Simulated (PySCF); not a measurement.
# BH4O− (SMILES [BH3-]O): levels of theory compared

We compute a comparison of 6 runs (B2PLYP/STO-6G, UMP2/STO-6G, BCCD(T)/STO-6G, NEVPT2(2,2)/STO-6G, CISD/STO-6G, FCI/STO-6G) of BH4O−. Input form: a Python script.

The calculation is run with PySCF 2.14.0.

2 further runs of the same task are left out: 2 set aside as unsound or not needed.

## 1. The structure to begin with

The species is BH4O− (6 atoms), meant as a singlet with charge -1. SMILES: `[BH3-]O`. The B1–H5 distance was set to 1.496 Å, away from the relaxed value.

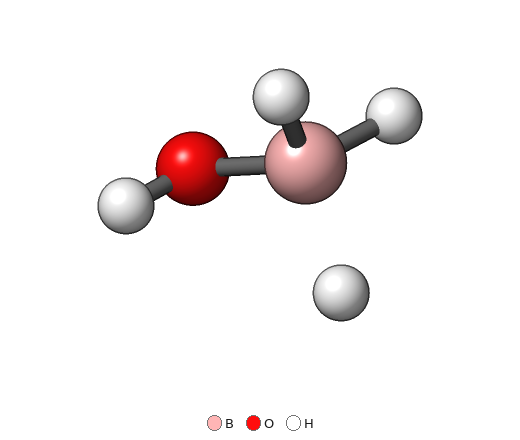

The structure, seen from a chosen angle (boron pink, oxygen red, hydrogen white).

## 2. A single-point energy at B2PLYP/STO-6G (run 1)

Input file input.py:

```python
from pyscf import gto, dft, mp

mol = gto.M(
    atom='''
B    0.068179   0.006064  -0.413498
O    0.129299   1.195934   0.506902
H    1.205589  -0.470766  -0.596818
H   -0.399451   0.374914  -1.476348
H   -0.789000  -1.072510   0.169030
H    0.499619   0.865074   1.325352
''',
    verbose=3,
    charge=-1,
    max_memory=1860,
    basis='sto-6g',
)

mf = dft.RKS(mol, xc='0.53*HF + 0.47*B88, 0.73*LYP')
mf.grids.level = 5
mf.conv_tol = 1e-10
mf.kernel()
if not mf.converged:
    mf = mf.newton().run(mf.mo_coeff, mf.mo_occ)

pt = mp.MP2(mf, frozen=2).run()
energy = mf.e_tot + 0.27 * pt.e_corr
print('PT2 part  %.8f' % (0.27 * pt.e_corr))
print('E(%s) = %.9f' % ('B2PLYP', energy))
```

The run is started by

```console
$ OMP_NUM_THREADS=1 python input.py
```

Log:

```text
converged SCF energy = -101.767364946535
E(RMP2) = -101.873063665226  E_corr = -0.105698718691608
E(SCS-RMP2) = -101.885973387481  E_corr = -0.118608440946256
PT2 part  -0.02853865
E(B2PLYP) = -101.795903601
```

Wall time 4.2 s (1 thread of Intel Xeon Platinum 8259CL at 2.50GHz (Skylake/Cascade Lake), shared host); peak memory 0.18 GiB.

## 3. The energy at UMP2/STO-6G (run 2)

Input file job.py:

```python
from pyscf import gto, mp

molecule = gto.Mole()
molecule.atom = '''
B    0.068179   0.006064  -0.413498
O    0.129299   1.195934   0.506902
H    1.205589  -0.470766  -0.596818
H   -0.399451   0.374914  -1.476348
H   -0.789000  -1.072510   0.169030
H    0.499619   0.865074   1.325352
'''
molecule.spin = 0
molecule.basis = 'sto-6g'
molecule.charge = -1
molecule.max_memory = 1860
molecule.verbose = 3
molecule.build()

calc0 = molecule.UHF()
calc0.conv_tol = 1e-10
calc0.kernel()
if not calc0.converged:
    calc0 = calc0.newton().run(calc0.mo_coeff, calc0.mo_occ)
for _ in range(3):
    mo, _, stable, _ = calc0.stability(return_status=True)
    if stable:
        break
    calc0.kernel(calc0.make_rdm1(mo, calc0.mo_occ))

pt = mp.MP2(calc0, frozen=2).run()
etot = pt.e_tot
print('E(%s) = %.9f' % ('MP2', etot))
```

The run is started by

```console
$ OMP_NUM_THREADS=1 python job.py
```

Log:

```text
converged SCF energy = -101.356968671427  <S^2> = 3.2471803e-12  2S+1 = 1
<class 'pyscf.scf.uhf.UHF'> wavefunction is stable in the internal stability analysis
E(UMP2) = -101.438434279061  E_corr = -0.0814656076340662
E(SCS-UMP2) = -101.448782977492  E_corr = -0.0918143060649492
E(MP2) = -101.438434279
```

It took 1 s on 1 thread of Intel Xeon Platinum 8259CL at 2.50GHz (Skylake/Cascade Lake), shared host; peak memory 0.12 GiB.

Runs 3 to 5 aren't shown in full; the table further down has their settings and results.

## 4. A single-point energy at FCI/STO-6G (run 6)

Input file input.py:

```python
from pyscf import gto, scf, mcscf
from pyscf import fci

molecule = gto.Mole()
molecule.atom = [
    ('B', (0.068179, 0.006064, -0.413498)),
    ('O', (0.129299, 1.195934, 0.506902)),
    ('H', (1.205589, -0.470766, -0.596818)),
    ('H', (-0.399451, 0.374914, -1.476348)),
    ('H', (-0.789000, -1.072510, 0.169030)),
    ('H', (0.499619, 0.865074, 1.325352)),
]
molecule.charge = -1
molecule.spin = 0
molecule.verbose = 3
molecule.max_memory = 1860
molecule.basis = 'sto-6g'
molecule.build()

calc0 = scf.RHF(molecule)
calc0.conv_tol = 1e-10
calc0.kernel()
if not calc0.converged:
    calc0 = calc0.newton().run(calc0.mo_coeff, calc0.mo_occ)

cas = mcscf.CASCI(calc0, calc0.mo_coeff.shape[-1] - 2, (molecule.nelec[0] - 2, molecule.nelec[1] - 2))  # full CI above the frozen core
cas.fcisolver = fci.direct_spin0.FCI(molecule)  # even spin states alone
cas.kernel()
print('<S^2> = %.4f' % cas.fcisolver.spin_square(cas.ci, cas.ncas, cas.nelecas)[0])
etot = cas.e_tot
print(f'total energy: {etot:.8f} hartree')
```

The run is started by

```console
$ OMP_NUM_THREADS=1 python input.py
```

Log:

```text
converged SCF energy = -101.356968671428
CASCI E = -101.470144919290  E(CI) = -39.9676206717466  S^2 = 0.0000000
<S^2> = 0.0000
total energy: -101.47014492 hartree
```

It took 6.6 s on 1 thread of Intel Xeon Platinum 8259CL at 2.50GHz (Skylake/Cascade Lake), shared host; peak memory 0.25 GiB.

## 5. Overview of the runs

| run | level | integration grid | follow instability | energy (Eh) | HOMO energy (eV) | LUMO energy (eV) | HOMO–LUMO gap (eV) | wall time |
| --- | --- | --- | --- | --- | --- | --- | --- | --- |
| 1 | B2PLYP/STO-6G | 5 | – | -101.795904 | 2.47 | 19.58 | 17.11 | 4.2 s |
| 2 | UMP2/STO-6G | – | yes | -101.438434 | -0.36 | 23.03 | 23.39 | 1 s |
| 3 | BCCD(T)/STO-6G | – | – | -101.469881 | – | – | – | 1.3 s |
| 4 | NEVPT2(2,2)/STO-6G | – | – | -101.446646 | -0.36 | 23.03 | 23.39 | 1.1 s |
| 5 | CISD/STO-6G | – | – | -101.463781 | -0.36 | 23.03 | 23.39 | 1.2 s |
| 6 | FCI/STO-6G | – | – | -101.470145 | -0.36 | 23.03 | 23.39 | 6.6 s |

## 6. Results

| quantity | value |
| --- | --- |
| run 6: total energy | -101.47014 Eh |
| run 6: HOMO energy (Hartree–Fock orbitals) | -0.36 eV |
| run 6: LUMO energy (Hartree–Fock orbitals) | 23.03 eV |
| run 6: HOMO–LUMO gap (to an unbound level, set by the basis) | 23.39 eV |
| run 6: correlation energy (2 core orbitals frozen) | -113.2 mEh |

**Reading.** Against full CI in this basis: UMP2 +31.7 mEh; BCCD(T) +0.3 mEh; CISD +6.4 mEh. In run 1 the HOMO lies above zero, so the outermost electron may be held by the basis alone. In runs 1, 2, 3, 4, 5, 6 the basis is minimal, so the values are rough. All runs together took 16 s, the longest 6.6 s.
